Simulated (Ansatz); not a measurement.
# NH3 (ammonia): CCSDTQ/6-31G

What is the energy change on altering one bond length of NH3 (ammonia) at CCSDTQ/6-31G? 

Program for the calculation: Ansatz 0.2.0.

68 further runs of the same task are left out: 68 set aside as unsound or not needed.

**1. The system as given**

The species is NH3 (4 atoms), meant as a singlet with charge 0. SMILES: `N`. Geometry: relaxed at GFN2-xTB.

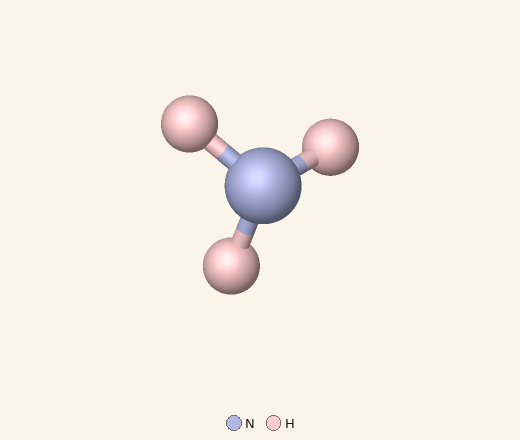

The structure, seen from a chosen angle (nitrogen light blue, hydrogen pink).

**2. A single-point energy at CCSDTQ/6-31G**

input.yaml reads:

```yaml
crystal:
  periodic: [false, false, false]
  atoms:
    - {symbol: N, position_ang: [-0.068160, 0.242830, 0.108060]}
    - {symbol: H, position_ang: [0.491930, -0.300470, 0.753380]}
    - {symbol: H, position_ang: [-0.891960, -0.300620, -0.118350]}
    - {symbol: H, position_ang: [0.468190, 0.358250, -0.743090]}
basis:
  gaussian: {orbitals: 6-31G}
accuracy: high
correlation: {method: ccsdtq, frozen_orbitals: {H: 0, "N": 1}}
scf: {omitted_lower_state_checks: [cluster_reference, increment]}
```

Command:

```console
$ ansatz run input.yaml --threads 1 --pin off --max-ram 2610MiB --events-out events.jsonl --progress --plain --runs-dir runs
```

Standard output (excerpt; [...] marks lines left out):

```text
Warning: RAYON_NUM_THREADS=1 ignored (pool sized by the plan → 1); use --threads N
Functional definition: HF
  name "HF"
[...]
350 factors; integrals over basis functions are off by at most 3.7e-9 eV
[...]
mean field -1528.24265305 eV, -56.1618816195 hartree, gradient 1.9e-8 eV, S^2 0.000000; 0 other end points of the search recorded, 0 dependent functions left out
1 core orbitals not correlated: weight in the atoms' cores, before any rotation towards them, 1.000 or more for the frozen orbitals, at most 0.000 for the correlated occupied ones
reference -1528.24265305 eV, -56.1618816195 hartree; 4, 4 occupied and 10, 10 virtual orbitals, 350 factors
second order -3.14951021 eV of doubles, -0.00000000 eV of singles
cycle   1  -3.36211922 eV  change   -2.1e-1 eV  update   3.9e-2
[...]
cycle  19  -3.54741530 eV  change   6.8e-13 eV  update  1.7e-10
Total energy: -1531.79006835 eV, -56.2922467272 hartree
Checks for a lower state left out: cluster_reference, increment
```

Run time: 1 s. Hardware: 1 thread of AMD EPYC 9R45 (Zen 5), shared host.

**3. The distorted shape at the same level**

in.yaml reads:

```yaml
crystal:
  periodic: [false, false, false]
  atoms:
    - {symbol: N, position_ang: [-0.208170, 0.378643, -0.053256]}
    - {symbol: H, position_ang: [0.491930, -0.300470, 0.753380]}
    - {symbol: H, position_ang: [-1.031970, -0.164807, -0.279666]}
    - {symbol: H, position_ang: [0.328180, 0.494063, -0.904406]}
basis:
  gaussian: {orbitals: 6-31G}
correlation: {method: ccsdtq, frozen_orbitals: {H: 0, "N": 1}}
accuracy: high
scf: {omitted_lower_state_checks: [cluster_reference, increment]}
```

Command:

```console
$ ansatz run in.yaml --threads 1 --pin off --max-ram 2610MiB --events-out events.jsonl --progress --plain --runs-dir runs
```

Standard output (excerpt; [...] marks lines left out):

```text
Warning: RAYON_NUM_THREADS=1 ignored (pool sized by the plan → 1); use --threads N
Functional definition: HF
  name "HF"
[...]
349 factors; integrals over basis functions are off by at most 1.2e-8 eV
[...]
mean field -1527.22921618 eV, -56.1246385016 hartree, gradient 4.8e-8 eV, S^2 0.000000; 0 other end points of the search recorded, 0 dependent functions left out
1 core orbitals not correlated: weight in the atoms' cores, before any rotation towards them, 1.000 or more for the frozen orbitals, at most 0.000 for the correlated occupied ones
reference -1527.22921618 eV, -56.1246385016 hartree; 4, 4 occupied and 10, 10 virtual orbitals, 349 factors
second order -3.34999653 eV of doubles, -0.00000000 eV of singles
cycle   1  -3.56406867 eV  change   -2.1e-1 eV  update   4.8e-2
[...]
cycle  21  -3.81456647 eV  change  -3.5e-10 eV  update  1.6e-10
Total energy: -1531.04378265 eV, -56.2648212337 hartree
Checks for a lower state left out: cluster_reference, increment
```

Run time: 1.1 s. Hardware: 1 thread of AMD EPYC 9R45 (Zen 5), shared host.

**4. What came out**

At CCSDTQ/6-31G, 1 core orbital frozen:

| quantity | value |
| --- | --- |
| first shape: total energy | -56.29225 Eh |
| first shape: correlation energy (1 core orbital frozen) | -130.4 mEh |
| first shape: T1 diagnostic | 0.006 |
| distorted shape: total energy | -56.26482 Eh |
| distorted shape: correlation energy (1 core orbital frozen) | -140.2 mEh |
| distorted shape: T1 diagnostic | 0.008 |
| energy change with the N1–H2 bond stretched from 1.013 to 1.266 Å | 0.746 eV |

In words: With the N1–H2 bond stretched from 1.013 to 1.266 Å the energy rises by 0.75 eV (17.2 kcal/mol). The first shape isn't relaxed at this level, so the change isn't measured from a minimum.
